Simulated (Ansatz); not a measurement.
# Quasi-harmonic thermodynamics of Cu (Copper, Fm-3m), part 2 of 4

Wanted: α(T), C_P(T) and B(T) of Cu (Copper) in the quasi-harmonic approximation.

What experiment has found for this phase:
- heat capacity C_P per formula unit 24.5 J/mol/K near room temperature (given in “High-Throughput Prediction of Finite-Temperature Properties using the Quasi-Harmonic Approximation”, 2016, arXiv:1603.06924)

Ansatz 0.2.0; DFT LDA, scalar-relativistic, plane waves, PAW (the session's first sound run).

So far. Step 2 (Probe on a coarse mesh): The start is under -12 GPa at this level and looks like a metal on this mesh. Step 5 (Relaxing to small residual forces and stress): The residual pressure is -0.0078 GPa, small enough for phonons.

### 6. Phonons on strained cells

The study relaxes the crystal at several strains, solves the phonons on some of them and minimises the free energy at each temperature (static energy, vibrations, the electrons in a metal, and PV under a set pressure); the q-mesh sets how far the force constants reach.

Contents of input.yaml:

```yaml
crystal:
  lattice:
    - [0.0, 1.7592976432, 1.7592976432]
    - [1.7592976432, 0.0, 1.7592976432]
    - [1.7592976432, 1.7592976432, 0.0]
  atoms:
    - { symbol: Cu, position: [0.0, 0.0, 0.0] }
kpoints:
  mp_grid: { grid: [24, 24, 24] }
hamiltonian:
  xc: lda
scf:
  occupations: { method: methfessel_paxton, width: 0.2 }
  lower_state_search: "off"
output:
  eigenvalues: true
phonons:
  method: dfpt
  qmesh: [3, 3, 3]
  temperatures: { t_max: 1200.0, t_step: 50 }
  thermal_expansion: {}
```

Command:

```
> ansatz run input.yaml --threads 8 --pin off --max-ram 16384MiB --backend cpu --events-out ev --progress --plain --runs-dir out
```

Numbers of over 12 decimals in the logs are rounded to 6 here.

Output:

```text
[...]
Crystal: 1 atoms, lattice volume = 10.891 Å³
Basis set: ecut = 487.2 eV, 283 PW (Γ), exchange–correlation on 36×36×36 points (8 copies of the dense FFT grid, shifted against one another)
Bands: 14, of which v1, the nominal top of the filled ones, is band 10 counted from 1 (9 counted from 0)
Symmetry: 48 space group operations
[...]
k-points: 413 of 13824
[...]
SCF iter   1: F=—  HF=-6555.730272 eV  |F-HF|=—  |Δ(HF+E_count)|=         —  Δρ=2.27e-2  dr2=2.40e-2  ethr=1.77e-3  ⟨swp⟩=4.9  Hψ=28800  notcnv=0
[...]
SCF iter   7: F=-6555.723413 eV  HF=-6555.723413 eV  |F-HF|=9.09e-13  |Δ(HF+E_count)|=  1.82e-12  S|Δr|=    0.00e0  Δρ=7.55e-8  dr2=7.18e-14  ethr=1.00e-12  ⟨swp⟩=5.0  Hψ=21475  notcnv=0
SCF 1 converged in 7 iterations: F = -6555.723413 eV  dr2 = 7.18e-14
[...]
relax step   1: F+E_penalty+E_count = -6555.72341277 eV  Δ(F+E_penalty+E_count) = +0.000e0 eV  max|allowed force component| = 0.000e0 eV/Å  Δτ_max = 0.0000 Å  (7 SCF iters, accepted)
SCF converged after 7 iterations
[...]
Free energy (F): -6555.723413 eV
[...]
Internal energy: -6555.723656 eV  (E = F + TS)
E sigma→0 (E₀):  -6555.723474 eV
Entropy (-TS):   0.000243 eV (0.243 meV/atom)
Fermi energy:    18.165583 eV
[...]
--- Stress (GPa, compression-positive) ---
       -0.038542       0.000000      -0.000000
        0.000000      -0.038542       0.000000
        0.000000      -0.000000      -0.038542
  P = ⅓ Tr σ = -0.0385 GPa (-0.385 kbar)
--- Band table (eV; the first three rows and the last of 413) ---
  k-point 0: bands = [... 6 lower, 14.8409, 14.8409, 15.8035, 15.8035, 41.5087, 44.4340, 44.4340, 44.4340]
  k-point 1: bands = [... 6 lower, 14.8550, 14.8550, 15.7977, 15.7977, 41.2182, 43.3989, 44.2137, 44.2137]
  k-point 2: bands = [... 6 lower, 14.8941, 14.8941, 15.7832, 15.7832, 39.8772, 42.5219, 43.7409, 43.7409]
  k-point 412: bands = [... 6 lower, 14.2518, 15.7501, 16.6188, 24.6299, 24.6299, 26.9114, 27.5424, 47.5232]
── thermal expansion: 3 new cells, 3 in all ──
thermal expansion: relaxation of cell 2
thermal expansion: relaxation of cell 3
── thermal expansion: 2 new cells, 5 in all ──
thermal expansion: relaxation of cell 4
thermal expansion: electrons of cell 4
thermal expansion: phonons of cell 4
thermal expansion: relaxation of cell 5
thermal expansion: electrons of cell 1
thermal expansion: electrons of cell 2
thermal expansion: electrons of cell 3
thermal expansion: electrons of cell 5
thermal expansion: phonons of cell 5
── thermal expansion: 6 new cells, 11 in all ──
thermal expansion: relaxation of cell 6
thermal expansion: relaxation of cell 7
thermal expansion: relaxation of cell 8
thermal expansion: relaxation of cell 9
thermal expansion: relaxation of cell 10
thermal expansion: relaxation of cell 11
thermal expansion: electrons of cell 6
thermal expansion: electrons of cell 7
thermal expansion: electrons of cell 8
thermal expansion: electrons of cell 9
thermal expansion: electrons of cell 10
thermal expansion: electrons of cell 11
thermal expansion: phonons of cell 6
thermal expansion: phonons of cell 7
thermal expansion: phonons of cell 8
--- Relaxed structure (1 steps of the walk, 1 accepted, 0 SCFs on fresh bases) ---
  F+E_penalty+E_count = -6555.72341277 eV   max|allowed force component| = 0.000e0 eV/Å
  atoms:
    - { symbol: Cu, position: [0.0, 0.0, 0.0] }
--- Thermal expansion: 11 cells in 3 rounds, 0 GPa ---
  no lower state was looked for at cell 4: scf.lower_state_search: off
  without vibrations: a 2.48784, b 2.48784, c 2.48784 Å, V 10.8881 Å³, B 188.79 GPa
  at 0 K: a 2.49248, b 2.49248, c 2.49248 Å, V 10.9491 Å³, B 185.54 GPa
  zero-point expansion: a +0.186, b +0.186, c +0.186, V +0.560 %
      T/K        a/Å        b/Å        c/Å       V/Å³ | expansion of a, b, c, V (1e-6/K)   | that of V in the mean from 25 °C | C_P, C_V (J/mol K of the cell) | B_T, B_S (GPa)
     0.00    2.49248    2.49248    2.49248    10.9491 |    0.00    0.00    0.00    0.00 |   27.31 |     0.000     0.000 |   185.54   185.54
   150.00    2.49452    2.49452    2.49452    10.9760 |   11.13   11.13   11.13   33.40 |   38.53 |    19.837    19.636 |   182.26   184.13
   298.15    2.49928    2.49928    2.49928    11.0390 |   13.98   13.98   13.98   41.94 |       - |    24.229    23.615 |   176.22   180.80
   400.00    2.50295    2.50295    2.50295    11.0877 |   14.80   14.80   14.80   44.41 |   43.35 |    25.270    24.365 |   171.86   178.24
   550.00    2.50870    2.50870    2.50870    11.1642 |   15.73   15.73   15.73   47.19 |   45.05 |    26.240    24.880 |   165.22   174.26
   700.00    2.51479    2.51479    2.51479    11.2457 |   16.60   16.60   16.60   49.80 |   46.60 |    27.025    25.163 |   158.34   170.06
   850.00    2.52123    2.52123    2.52123    11.3324 |   17.53   17.53   17.53   52.58 |   48.16 |    27.788    25.362 |   151.21   165.67
  1000.00    2.52806    2.52806    2.52806    11.4247 |   18.56   18.56   18.56   55.69 |   49.79 |    28.593    25.525 |   143.80   161.08
  1150.00    2.53533    2.53533    2.53533    11.5236 |   19.75   19.75   19.75   59.25 |   51.53 |    29.482    25.669 |   136.08   156.29
  1200.00    2.53786    2.53786    2.53786    11.5581 |   20.19   20.19   20.19   60.57 |   52.15 |    29.804    25.715 |   133.43   154.65
  the static fit leaves 0.004 meV an atom of the energies and, of the stresses, 0.000 GPa of each cell's largest along a strain (root mean squares over the cells), whose Pulay part it has at -0.051 GPa
  vibrations' free energy: its fit leaves 0.0007 meV an atom at the most
  the electrons' free energy at temperature is in it; its fit leaves 0.0000 meV an atom at the most
  free energies summed between the sampled wave vectors
  estimated error of the fitted expansion in any direction: up to 0.036e-6/K, at 950 K (an estimate, not a bound: it was exceeded on models of known expansion)
  by sums over the sampled wave vectors an expansion of the volume parts by up to 3.85e-6/K
  by a static energy of one degree less an expansion of the volume parts by up to 0.19e-6/K
  the FFT grids of the static calculations differ: 18 × 18 × 18, 20 × 20 × 20
```

The job ended after 7.1 min (8 threads of Arm Neoverse V2, shared host; peak memory 3.5 GiB).

Numbers from this step:

* pressure: -0.03854 GPa
* volume expansion coefficient at 298 K: 41.94 1e-6/K
* C_P at 298 K: 24.23 J/mol-atom/K
* entropy at 298 K: 31.38 J/mol-atom/K
* isothermal bulk modulus at 298 K: 176.2 GPa
* Grüneisen parameter at 298 K: 2.080
* volume at 298 K: 11.04 Å³/atom
* principal linear expansion coefficients at 298 K: 13.98, 13.98, 13.98 1e-6/K

Strained cells of the study; zero-point energy where phonons were solved; the pressures are stresses at a fixed cutoff and can carry an offset from the finite basis. Expansion cells, by row:

```
cell  |a| (Å)  |b| (Å)  |c| (Å)  V (Å³/atom)  E - E_lowest (meV/atom)  pressure, compression positive (GPa)  gap (eV)  zero-point energy (meV/atom)
   1    2.488    2.488    2.488        10.89                    0.001                                -0.092         -                             -
   2    2.508    2.508    2.508        11.15                    3.642                                -4.339         -                             -
   3    2.468    2.468    2.468        10.63                    3.692                                 4.689         -                             -
   4    2.488    2.488    2.488        10.89                        0                                -0.107         -                         33.51
   5    2.501    2.501    2.501        11.06                    1.471                                -2.824         -                         32.45
   6     2.52     2.52     2.52        11.32                    9.329                                -6.713         -                          30.8
   7    2.537    2.537    2.537        11.54                     20.5                                -9.552         -                         29.48
   8    2.553    2.553    2.553        11.77                    35.67                                -12.11         -                         28.17
   9    2.463    2.463    2.463        10.57                    5.807                                 5.966         -                             -
  10    2.476    2.476    2.476        10.73                    1.405                                 2.819         -                             -
  11    2.573    2.573    2.573        12.05                    59.66                                -14.92         -                             -
```

Quasi-harmonic; a, b, c are the run's own cell vectors. Expansion, by row:

```
T (K)  a (Å)  b (Å)  c (Å)  alpha (deg)  beta (deg)  gamma (deg)  cell volume (Å³/cell)  alpha_a (1e-6/K)  alpha_b (1e-6/K)  alpha_c (1e-6/K)  alpha_V (1e-6/K)  C_P (J/mol-atom/K)  C_V (J/mol-atom/K)  S (J/mol-atom/K)  B_T (GPa)  B_S (GPa)  Grueneisen  extrapolation  fit error (1e-6/K)
    0  2.492  2.492  2.492           60          60           60                  10.95                 0                 0                 0                 0                   0                   0                 0      185.5      185.5           -              0                   0
   50  2.493  2.493  2.493           60          60           60                  10.95              2.74              2.74              2.74              8.22               5.308               5.304             1.915      185.3      185.5       1.895              0                   0
  100  2.493  2.493  2.493           60          60           60                  10.96              8.29              8.29              8.29             24.86               15.06               14.99             8.886      184.1        185       2.015              0                0.01
  150  2.495  2.495  2.495           60          60           60                  10.98             11.13             11.13             11.13              33.4               19.84               19.64             16.02      182.3      184.1       2.049              0                0.01
  200  2.496  2.496  2.496           60          60           60                     11             12.58             12.58             12.58             37.73               22.15               21.81             22.08      180.3      183.1       2.065              0                0.01
  250  2.498  2.498  2.498           60          60           60                  11.02             13.42             13.42             13.42             40.27               23.44               22.96             27.17      178.2      181.9       2.074              0                0.01
298.1  2.499  2.499  2.499           60          60           60                  11.04             13.98             13.98             13.98             41.94               24.23               23.61             31.38      176.2      180.8       2.081              0                0.01
  300  2.499  2.499  2.499           60          60           60                  11.04                14                14                14             41.99               24.25               23.64             31.52      176.1      180.8       2.081              0                0.01
  350  2.501  2.501  2.501           60          60           60                  11.06             14.44             14.44             14.44             43.31               24.83               24.07             35.31        174      179.5       2.087              0                0.01
  400  2.503  2.503  2.503           60          60           60                  11.09              14.8              14.8              14.8             44.41               25.27               24.36             38.65      171.9      178.2       2.092              0                0.01
  450  2.505  2.505  2.505           60          60           60                  11.11             15.13             15.13             15.13             45.39               25.63               24.58             41.65      169.7      176.9       2.097              0                0.01
  500  2.507  2.507  2.507           60          60           60                  11.14             15.44             15.44             15.44             46.31               25.95               24.75             44.37      167.5      175.6       2.102              0                0.01
  550  2.509  2.509  2.509           60          60           60                  11.16             15.73             15.73             15.73             47.19               26.24               24.88             46.86      165.2      174.3       2.107              0                0.01
  600  2.511  2.511  2.511           60          60           60                  11.19             16.02             16.02             16.02             48.06               26.51               24.99             49.15        163      172.9       2.112              0                0.02
  650  2.513  2.513  2.513           60          60           60                  11.22             16.31             16.31             16.31             48.92               26.77               25.08             51.28      160.7      171.5       2.117              0                0.02
  700  2.515  2.515  2.515           60          60           60                  11.25              16.6              16.6              16.6              49.8               27.02               25.16             53.28      158.3      170.1       2.122              0                0.02
  750  2.517  2.517  2.517           60          60           60                  11.27              16.9              16.9              16.9              50.7               27.28               25.24             55.15        156      168.6       2.128              0                0.03
  800  2.519  2.519  2.519           60          60           60                   11.3             17.21             17.21             17.21             51.63               27.53                25.3             56.92      153.6      167.2       2.134              0                0.03
  850  2.521  2.521  2.521           60          60           60                  11.33             17.53             17.53             17.53             52.58               27.79               25.36              58.6      151.2      165.7        2.14              0                0.03
  900  2.523  2.523  2.523           60          60           60                  11.36             17.86             17.86             17.86             53.58               28.05               25.42             60.19      148.8      164.2       2.146              0                0.03
  950  2.526  2.526  2.526           60          60           60                  11.39              18.2              18.2              18.2             54.61               28.32               25.47             61.72      146.3      162.6       2.152              0                0.04
 1000  2.528  2.528  2.528           60          60           60                  11.42             18.56             18.56             18.56             55.69               28.59               25.52             63.17      143.8      161.1       2.159              0                0.03
 1050   2.53   2.53   2.53           60          60           60                  11.46             18.94             18.94             18.94             56.82               28.88               25.57             64.58      141.3      159.5       2.165              0                0.03
 1100  2.533  2.533  2.533           60          60           60                  11.49             19.34             19.34             19.34             58.01               29.17               25.62             65.93      138.7      157.9       2.172              0                0.02
 1150  2.535  2.535  2.535           60          60           60                  11.52             19.75             19.75             19.75             59.25               29.48               25.67             67.23      136.1      156.3        2.18              0                0.02
 1200  2.538  2.538  2.538           60          60           60                  11.56             20.19             20.19             20.19             60.57                29.8               25.71             68.49      133.4      154.7       2.188              0                0.04
```

Table of expansion coefficient by temperature; values in 1e-6/K:

```
temperature (K)  volume  principal 1
              0       0            0
            150    33.4         11.1
            298    41.9         14.0
            350    43.3         14.4
            500    46.3         15.4
            650    48.9         16.3
            800    51.6         17.2
            900    53.6         17.9
           1050    56.8         18.9
           1200    60.6         20.2
```

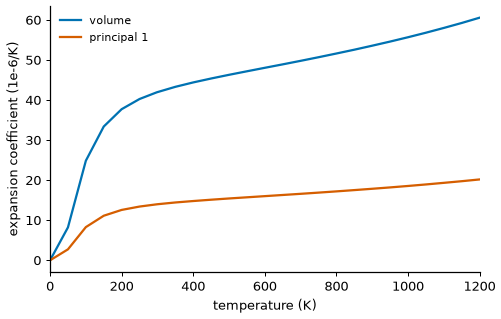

Expansion coefficient against temperature.

At 298 K the volume expansion is 41.9 × 10⁻⁶/K and B_T is 176 GPa. The q-mesh is coarse, so this is a first estimate. The program raised the cutoff to 487.2 eV by itself: with no cutoff typed, the study takes about 1.16 times the default for its relaxations and scales it with the volume for the phonons.

[end of part 2 of 4]

[Logs are printed without paths, hosts, clocks, repeated set-up lines and the standing remarks that a program may print on its own settings, such as how far it seeks lower states.]

[Hosts, paths, dates, database ids (printed as entryN), source tags and the programs' standing remarks are cut or masked in the printed files.]

[A step with changed settings may run another functional than the one named; its input shows which.]
